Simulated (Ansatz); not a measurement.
# Convergence test for Rb2LaInF6 (Fm-3m, 10 atoms in the cell)

```xyz
10
Lattice="0.0000 4.9114 4.9114 4.9114 0.0000 4.9114 4.9114 4.9114 0.0000" Properties=species:S:1:pos:R:3 pbc="T T T"
Rb     2.4557     2.4557     2.4557
Rb     7.3670     7.3670     7.3670
In     4.9114     4.9114     4.9114
La     0.0000     0.0000     0.0000
F      2.4645     4.9114     4.9114
F      7.3582     4.9114     4.9114
F      4.9114     2.4645     4.9114
F      4.9114     7.3582     4.9114
F      4.9114     4.9114     2.4645
F      4.9114     4.9114     7.3582
```

Computed with PBE (plane waves, PAW; Ansatz, a first-principles code).

The starting cell was generated: these elements placed on a structure prototype, without a prior relaxation; it need not be a known phase or ordering of this composition. Its lattice was rescaled by a random factor within 2.5 % of one. In the base run, forces exceed 1 eV/Å. Ansatz's pressure includes its estimate of the finite-basis (Pulay) stress.

Held fixed: kpoints.mp_grid.grid = 3 3 3; hamiltonian.xc = pbe; hamiltonian.pseudopotentials = {kind: paw} (the program's default PAW files); scf.occupations.method = methfessel_paxton; scf.occupations.width = 0.0073 Ry.

ΔF is the free energy per atom less that of the last row (61.7 Ry).

The first pressure column holds Ansatz's estimate of the finite-basis (Pulay) stress, which hides part of the cutoff error; the other is without it.

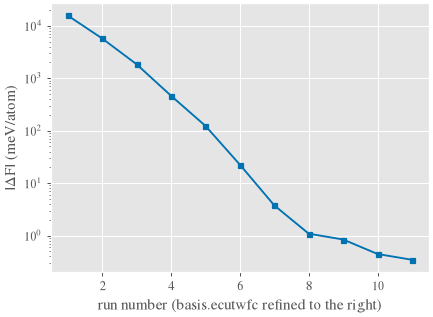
Figure: Size of the energy error against the last run of the series; values under 0.01 meV/atom are drawn at 0.01.

| basis.ecutwfc | ΔF (meV/atom) | pressure (GPa) | largest force (eV/Å) | gap on the mesh (eV) | pressure at a fixed set of plane waves (GPa) | plane waves | iterations |
|---|---|---|---|---|---|---|---|
| 12.5 Ry | 15675.5 | -9.01 | 1.660 | 3.023 | -311.92 | 1243 | 8 |
| 15.4 Ry | 5724.5 | -1.57 | 1.586 | 2.303 | -147.22 | 1639 | 8 |
| 18.4 Ry | 1842.6 | -1.44 | 1.508 | 1.819 | -61.90 | 2109 | 8 |
| 21.7 Ry | 463.1 | -1.95 | 1.729 | 1.809 | -21.49 | 2733 | 7 |
| 24.6 Ry | 123.2 | -1.76 | 1.704 | 1.773 | -8.41 | 3287 | 7 |
| 27.9 Ry | 22.5 | -1.77 | 1.704 | 1.765 | -3.36 | 3943 | 7 |
| 30.9 Ry | 3.8 | -1.75 | 1.699 | 1.765 | -2.05 | 4645 | 7 |
| 35.6 Ry | 1.08 | -1.75 | 1.699 | 1.765 | -1.75 | 5769 | 7 |
| 40.1 Ry | 0.84 | -1.75 | 1.699 | 1.765 | -1.76 | 6855 | 7 |
| 46.3 Ry | 0.44 | -1.75 | 1.699 | 1.765 | -1.75 | 8609 | 7 |
| 54 Ry | 0.35 | -1.75 | 1.699 | 1.765 | -1.76 | 10777 | 7 |
| 61.7 Ry | 0.00 | -1.75 | 1.699 | 1.765 | -1.76 | 13107 | 7 |

Gap on the mesh within 0.02 eV of the last row: from basis.ecutwfc = 24.6 Ry on; the one before it is off by 0.044 eV. The value it settles on is 1.765 eV at this level of theory and with the other settings as held.

Gaps are taken between levels on the mesh.

Keys are those of Ansatz 0.2.
